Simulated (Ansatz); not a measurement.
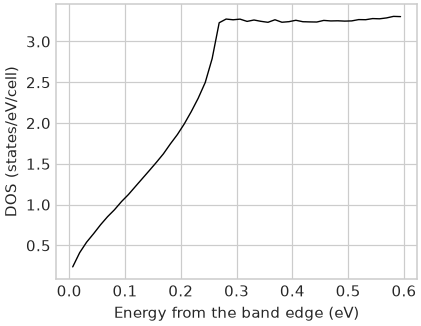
*Density of states of Rb2PtCl6 (Fm-3m) above the conduction band minimum, PBEsol, rigid bands (Ansatz, a first-principles code); cell volume 242.5 Å³.*

Q: What effective density of states at 300 K does this give (∫ g(E) exp(−E/k_BT) dE, both spins, divided by the cell's size)?

A: 4.8e19 cm⁻³, a density-of-states mass of 1.54 mₑ, valleys and band degeneracy included.

Spin-orbit coupling is left out; with 5d elements it also splits d-like band edges. Geometry: cell and atoms relaxed with PBEsol.

Formula and space group known from diffraction (Crystallography Open Database), not checked to be the room-temperature form: Rb2PtCl6 (Fm-3m).
